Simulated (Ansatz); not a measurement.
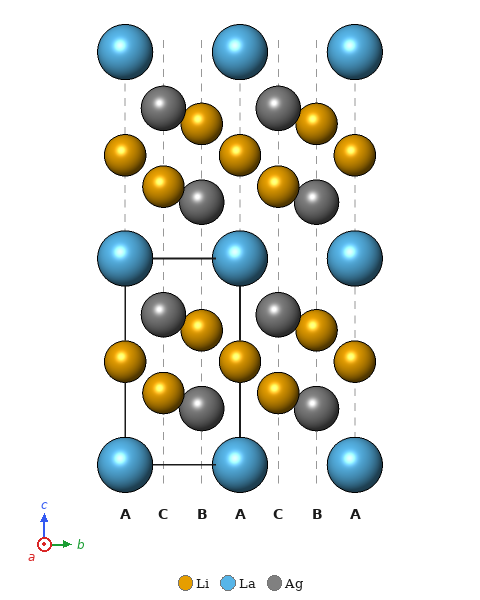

Projection along an edge of the hexagonal mesh, stacking direction c upwards. The dashed lines mark the three columns A (0, 0), B (1/3, 2/3) and C (2/3, 1/3). The sequence starts with the first layer at or above the cell's origin.

Li₃LaAg₂ (space group P-3m1, No. 164): the end point of a relaxation with DFT, PAW plane waves, pbe in Ansatz 0.2.0; the starting structure was generated, so it need not be a known form of this composition.

Q: List the layers of one repeat.

A: La(A) – Ag(B) – Li(C) – Li(A) – Li(B) – Ag(C) (six layers in 7.13 Å).
